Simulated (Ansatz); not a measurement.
Molecular dynamics of CaH20Cl2O10 (part 4 of 4)

CaH20Cl2O10 (disordered cell, 33 atoms in the cell); DFT PBE-D3(BJ), scalar-relativistic, plane waves, PAW, no spin polarisation (Ansatz 0.2.0); cutoff 420 eV, 1×1×1 k-mesh, Fermi–Dirac smearing of 0.02 eV. It belongs to a series of runs on one base structure; here: dynamics from the start.

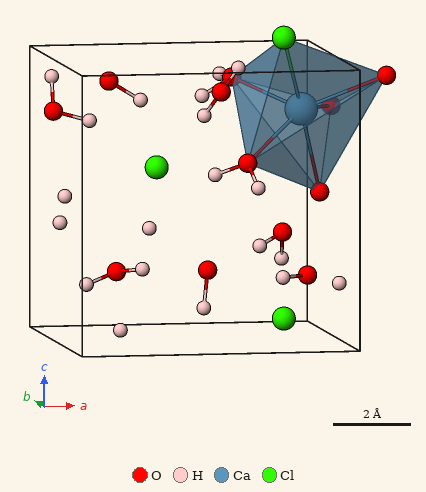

**Figure 1.** The geometry at step 77 of the log (polyhedral view of the cell of the calculation, seen slightly off an axis; polyhedra are completed across the faces of the cell).

**Summary**

```csv
quantity,value
outcome,finished
mean temperature over the second half,252 K
trajectory,"300 steps, 150 fs"
ensemble,nvt_langevin
temperature in the input,250.0 K
time step,0.5 fs
electrons treated,104
potential energy (free energy of the electrons) (last step),−9980.5064 eV
Fermi energy (last step),0.388 eV
largest force (length of the vector) (last step),2.895 eV/Å
hardware,"1 thread of AMD EPYC (Zen 3), 16 GiB of memory available, shared host"
wall time,7.3 min
peak memory,0.58 GiB
```

**Remarks**

The input asks for low accuracy. The k-point mesh is coarse for a cell of this size, so the results may not be converged. So short a trajectory is not equilibrated. The logged temperature at the start can lie below the typed one, since it is counted over all degrees of freedom.
